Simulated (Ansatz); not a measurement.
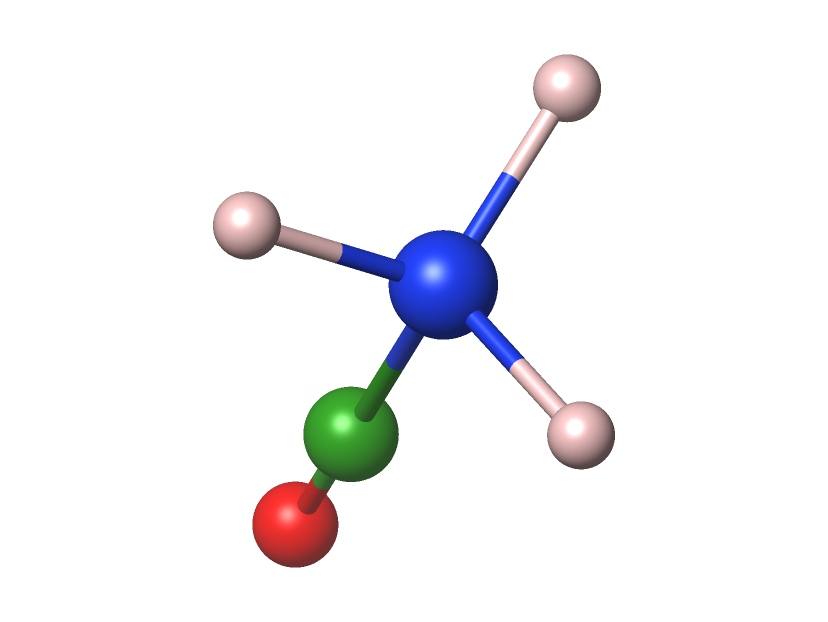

A ball-and-stick model of a molecule. Every bond is drawn as one stick, whatever its order. Colours: oxygen red, boron green, silicon blue, hydrogen pink.

The geometry was computed by an optimisation with PBE0-D4/def2-TZVP. No frequency run is at hand to confirm it as a minimum.

> What is the molecular formula?

BH3OSi, 6 atoms: 1 boron, 3 hydrogen, 1 oxygen and 1 silicon.

> How many atoms are distinct by symmetry?

4: 1 O, 1 B, 1 Si, 3 H.

> Give the symmetry (Schoenflies symbol).

C3v.

More results for the same structure follow; atom numbers are the same in all pictures, views and colours differ.

## Electronic properties

No frequency run is at hand to confirm it as a minimum. Properties computed with RKS PBE0-D4/def2-TZVPP (Ansatz 0.2.0).

Predict the main results.

- HOMO energy (Kohn–Sham orbital): −10.07 eV
- LUMO energy (Kohn–Sham orbital): −0.91 eV
- HOMO–LUMO gap: 9.17 eV

## Charges

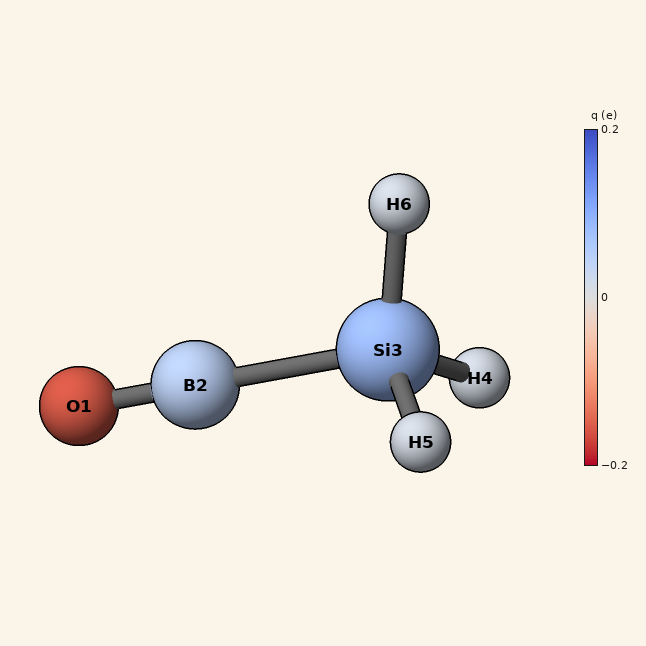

Atoms are coloured by their Mulliken charges. No frequency run is at hand to confirm it as a minimum. Properties computed with RKS PBE0-D4/def2-TZVP (Ansatz 0.2.0).

List the Mulliken charges.

```tsv
atom	value (e)
O1	−0.15
B2	0.04
Si3	0.08
H4	0.01
H5	0.01
H6	0.01
```

## Dipole moment

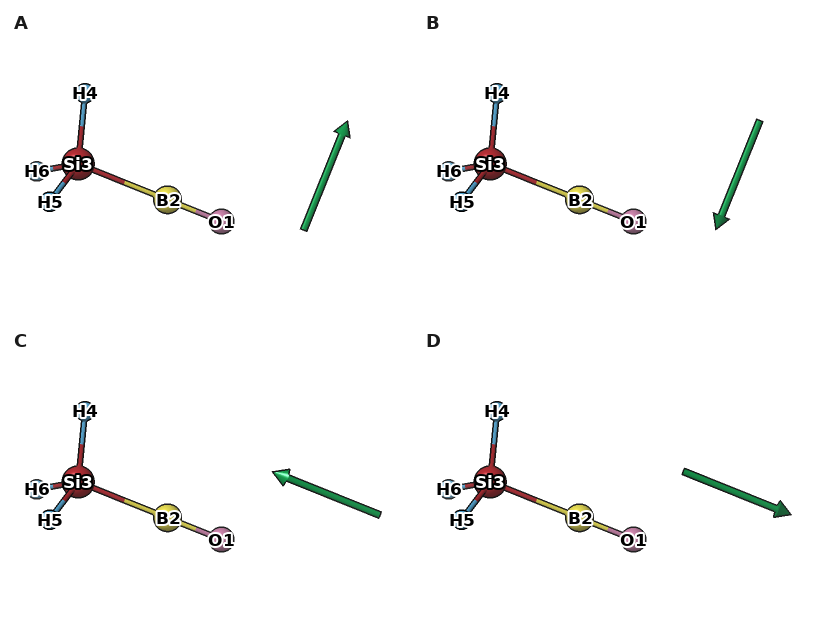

The same molecule four times, each with an arrow. No frequency run is at hand to confirm it as a minimum. Method: RKS PBE0-D4/def2-TZVP (Ansatz 0.2.0).

> Which arrow points along the dipole moment, from the negative to the positive end?

C. The dipole moment is 3.30 D; it points from the side of O1 to the side of H4, H5, H6 (the outermost atoms at the two ends).

Mulliken values depend strongly on the basis set and can even reverse the polarity of a bond.
